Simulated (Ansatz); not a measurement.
# CBZn (doublet): what the fields show

```yaml
atoms:
  - { symbol: C, position_ang: [-0.1942, -0.1900, 0.4128] }
  - { symbol: B, position_ang: [1.2266, -0.2863, 0.2487] }
  - { symbol: Zn, position_ang: [-0.0081, -0.2883, -1.5097] }
```

Geometry: BLYP-D3(BJ)/def2-SVP.

Computed with isolated molecule in a Gaussian basis; Kohn-Sham density functional theory, functional PBE0 in Ansatz 0.2.0.

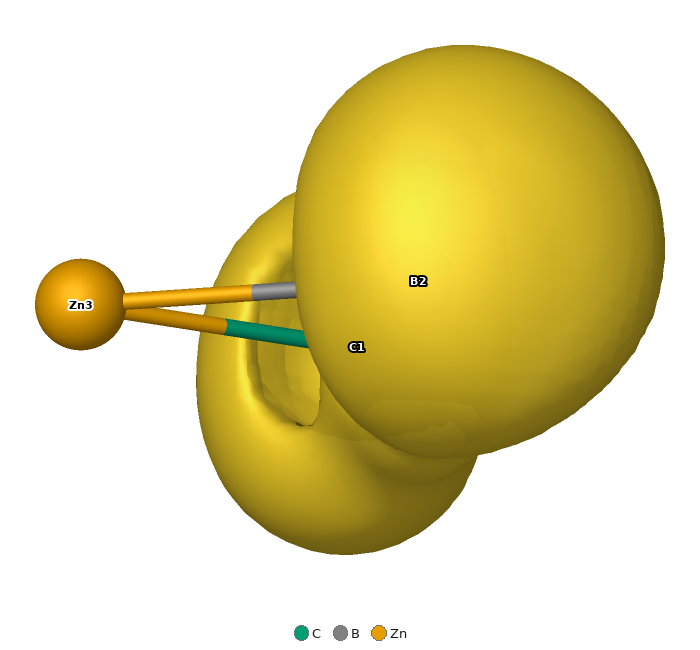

Figure 1. Isosurface of the electron localisation function at 0.75 (yellow), seen from one side. Only the valence region is drawn (cores and ρ < 0.01 e/Å³ removed).

> What do the ELF domains correspond to?

The ELF exceeds this value in one joined region spread over several atoms (B, C), in which their bonds and any lone pairs are merged. Along the contacts the grid gives the following. C–B (1.43 Å): the ELF peaks at about 0.90 between the atoms: a covalent bond. C–Zn (1.93 Å): the ELF peaks at about 0.65 in the valence shell of C, 0.6 Å from its nucleus, and is about 0.20 at the midpoint.

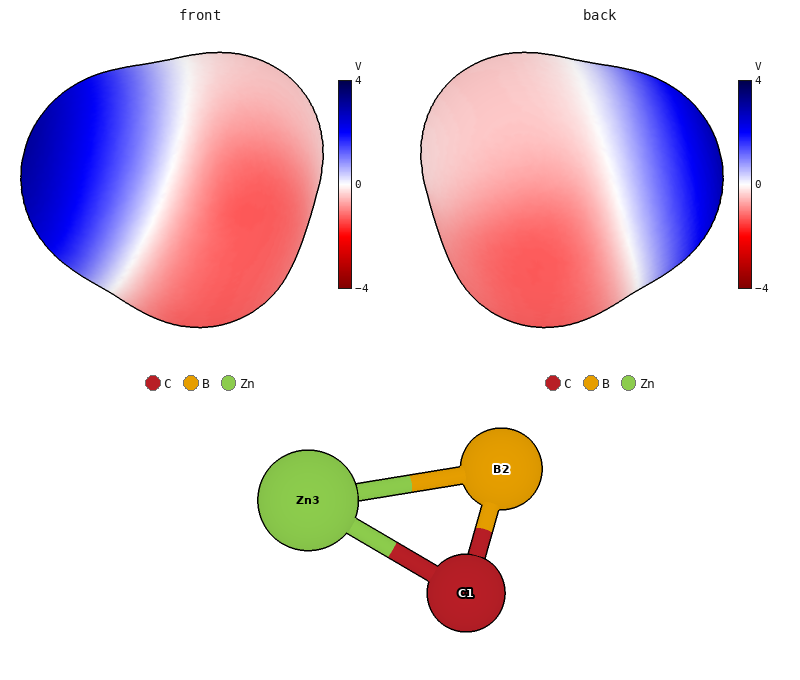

Figure 2. The electrostatic potential painted on the density surface at 0.001 e/bohr³, seen from the front and from behind; the colour scale runs from red (negative) to blue (positive). The bare structure is drawn below in the same view.

> Which sites attract a positive test charge, and which a negative one?

A positive charge is drawn to the negative regions and a negative charge to the positive ones. The most negative region (about −1.3 V) lies over C1, the most positive (about +3.0 V) over Zn3.

> What dipole moment does the calculation give?

Its dipole moment is 4.78 D.

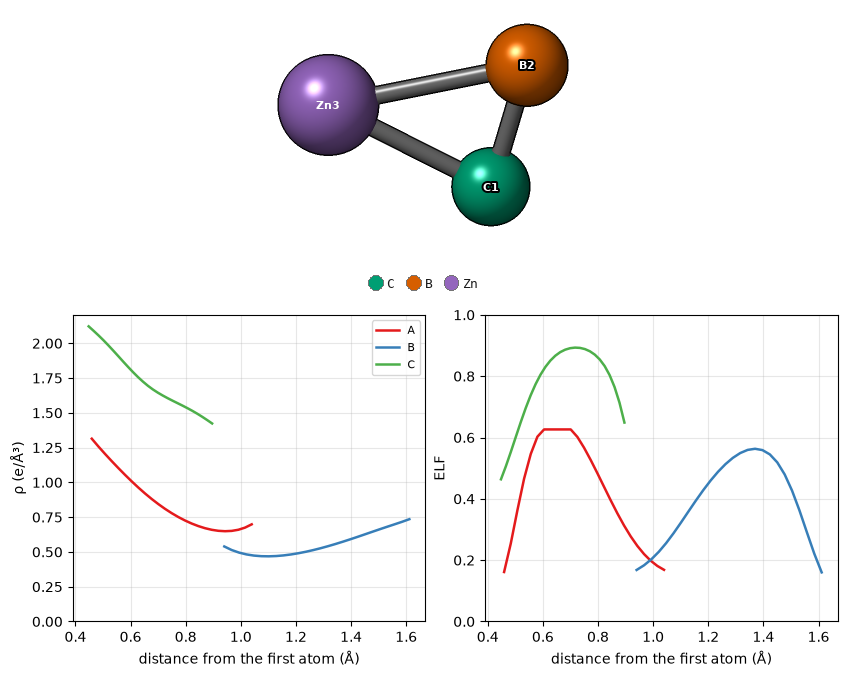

Figure 3. Electron density and electron localisation function along straight lines between neighbouring atoms. The curves leave out the atomic cores. The structure is drawn too.

> Which curve belongs to which contact (C–B, C–Zn and Zn–B)? The first atom named is at distance zero.

Curve A: C–Zn (1.93 Å): the density is about 0.65 e/Å³ at the midpoint; the ELF peaks at about 0.65 in the valence shell of C, 0.6 Å from its nucleus, and is about 0.20 at the midpoint. Curve B: Zn–B (2.15 Å): ρ is about 0.47 e/Å³ halfway; the ELF peaks at about 0.55 in the valence shell of B, 0.8 Å from its nucleus, and is about 0.30 at the midpoint. Curve C: C–B (1.43 Å): ρ is about 1.6 e/Å³ halfway; the ELF peaks at about 0.90 between the atoms (a covalent bond).

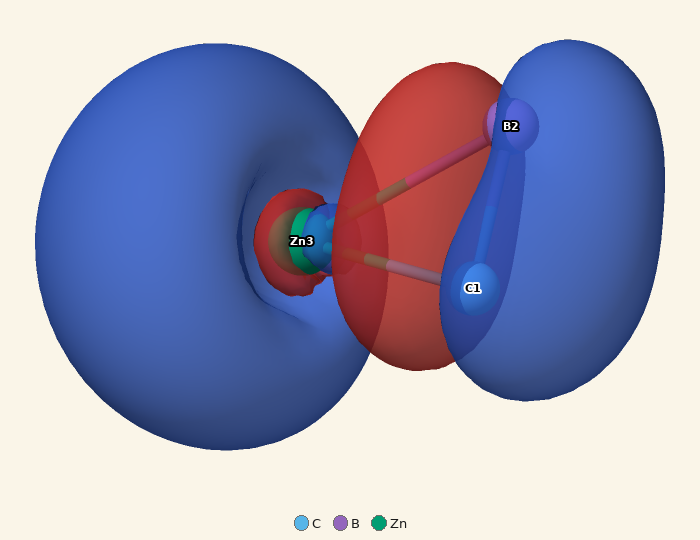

Figure 4. The LUMO (β) at ±0.1 Å⁻³ᐟ² (blue and red are the two phases), seen at an oblique angle.

> Describe this orbital and give its energy.

Its weight (Hirshfeld) is mainly on Zn3 (about 65 %), C1 (about 20 %) and B2 (about 15 %). Its energy is −3.74 eV.
